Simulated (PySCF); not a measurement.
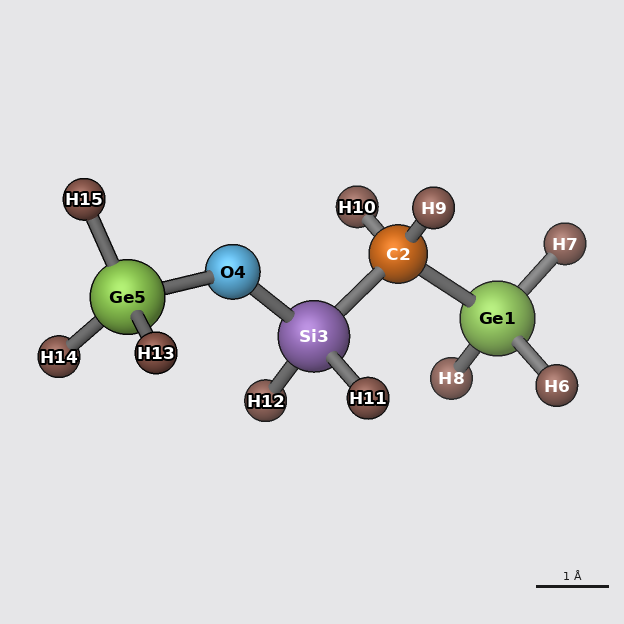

Atoms carry their numbers in the input. The computed structure is the end point of a PBE0-D3(BJ)/def2-SVP optimisation. No frequency run is at hand to confirm it as a minimum.

How are the neighbours of atom 3 arranged?

Answer. Si3 has 4 neighbours (C2 at 1.86, O4 at 1.66, H11 at 1.50, H12 at 1.50 Å); the arrangement is tetrahedral.

What is the geometry at Ge1?

Answer. Ge1 has 4 neighbours (C2 at 1.96, H6 at 1.54, H7 at 1.54, H8 at 1.54 Å); the arrangement is tetrahedral.

What is the geometry at C2?

Answer. C2 has 4 neighbours (Ge1 at 1.96, Si3 at 1.86, H9 at 1.10, H10 at 1.10 Å); the arrangement is tetrahedral.

What is the geometry at O4?

Answer. O4 has 2 neighbours (Si3 at 1.66, Ge5 at 1.78 Å); the arrangement is bent.

What is the dihedral angle C2–Si3–O4–Ge5?

Answer. 175° in size, that is anti.
